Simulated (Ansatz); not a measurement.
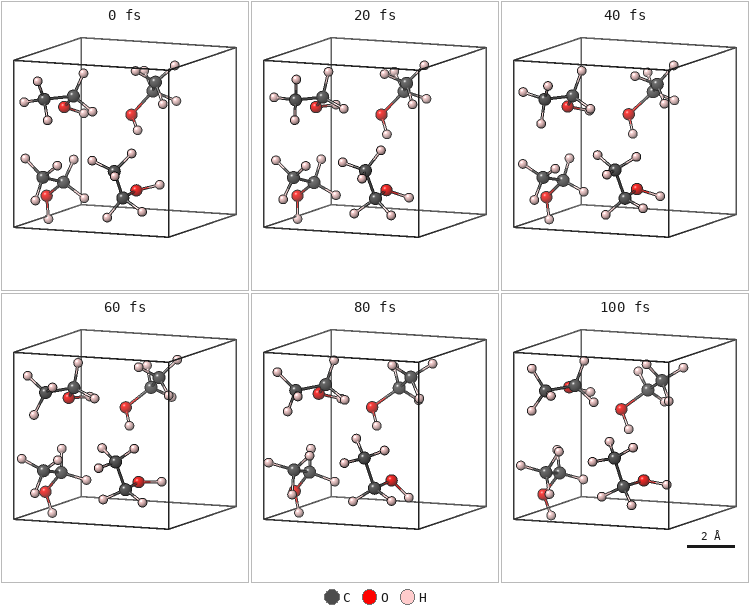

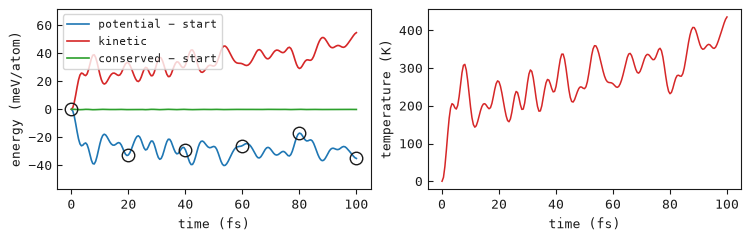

First-principles dynamics of a periodic cell with 4 CH3CH2OH at 0.789 g/cm³, 100 fs long. It starts from the last geometry of an earlier run. Frames and the history of the run. Style: ball-and-stick. Shown: the simulation cell, slightly off an axis. Atoms that leave the cell re-enter on the other side.

Level of theory: Ansatz, DFT LDA, scalar-relativistic, plane waves, PAW. Set-up: plane-wave cutoff 420 eV; k-point mesh 1 × 1 × 1; Fermi-Dirac smearing 0.05 eV; Nosé-Hoover thermostat (NVT); set temperature 500 K; time step 0.5 fs; atoms at rest at the start; thermostat time 100.0 fs.

What happens in this trajectory?

Answer. The mean temperature in the second half is 321 K (standard deviation 49 K). That is still far from the set 500 K: the thermostat hasn't settled it within this run. The potential energy in the second half lies on average 29.4 meV per atom below the first frame. In the second half of the run the atoms are, in the root-mean-square, this far from where they began (common drift taken out): H 0.62 Å, O 0.35 Å, C 0.21 Å. The heavy atoms stay within a fraction of a molecule's size of their starting places, while the hydrogen atoms travel further, as molecules turn; so short a run doesn't tell a liquid from a solid. The atoms start at rest, so the thermostat has only the motion that the forces set off to work on.

Limits of the set-up: the periodic images lie only 7.3 Å apart, so the values are limited by the cell's size.

The run took 3 min on 1 thread of AMD EPYC 7R43 64-Core Processor (Zen 3), on a shared host, peak memory 0.44 GiB.
